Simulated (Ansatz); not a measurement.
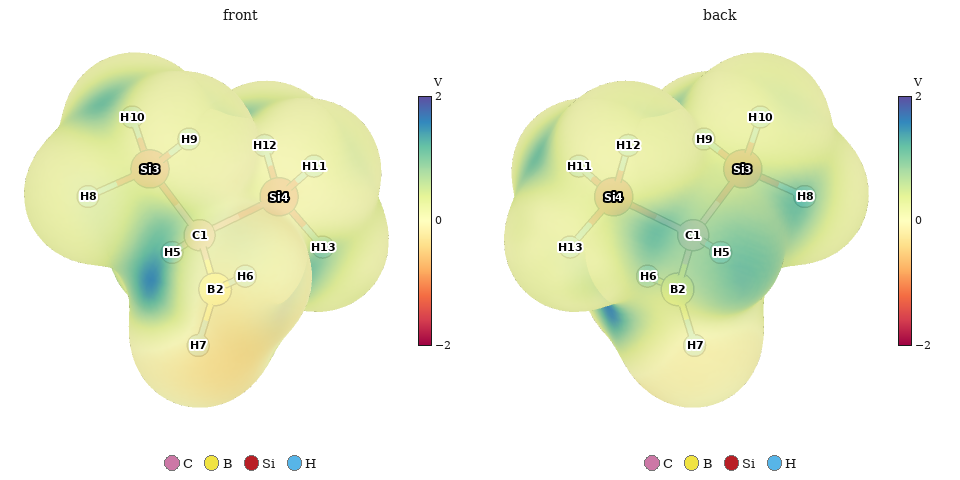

Figure 1: CH₉BSi₂. The electrostatic potential painted on the density surface at 0.002 e/bohr³, seen from the front and from behind; the colour scale runs from red (negative) to blue (positive).

Geometry: PBE-D3(BJ)/def2-SVP.

Method: isolated molecule in a Gaussian basis; Kohn-Sham density functional theory, functional PBE0 (Ansatz).

Input file:

```
basis:
  gaussian:
    orbitals: def2-TZVPD
crystal:
  periodic: [false, false, false]
  atoms:
    - {symbol: C, position_ang: [-0.432286, -1.690618, -0.001181]}
    - {symbol: B, position_ang: [-1.030407, -1.644449, 1.422100]}
    - {symbol: Si, position_ang: [-1.278430, -0.358152, -1.071752]}
    - {symbol: Si, position_ang: [1.424168, -1.263645, 0.090809]}
    - {symbol: H, position_ang: [-0.545636, -2.674818, -0.505029]}
    - {symbol: H, position_ang: [-0.965185, -0.614268, 2.075121]}
    - {symbol: H, position_ang: [-1.572050, -2.614359, 1.921367]}
    - {symbol: H, position_ang: [-2.765402, -0.581368, -1.124913]}
    - {symbol: H, position_ang: [-1.011330, 1.006981, -0.503481]}
    - {symbol: H, position_ang: [-0.739969, -0.426598, -2.476351]}
    - {symbol: H, position_ang: [1.607696, 0.128724, 0.625143]}
    - {symbol: H, position_ang: [2.028622, -1.351959, -1.285561]}
    - {symbol: H, position_ang: [2.149826, -2.229402, 0.987730]}
magnetization:
  spin_polarized: false
output:
  forces: true
  orbitals: {seedname: orbitals}
hamiltonian:
  xc: {name: PBE0}
```

Command:

```sh
ansatz run input.yaml --threads 2 --pin off --max-ram 4350MiB --events-out events.jsonl --progress --plain --runs-dir runs
```

Which sites attract a positive test charge, and which a negative one?

Answer. A positive charge is drawn to the negative regions and a negative charge to the positive ones. The most negative region (about −0.4 V) lies over H6, the most positive (about +1.5 V) over B2.

What dipole moment does the calculation give?

Answer. Its dipole moment is 0.70 D.
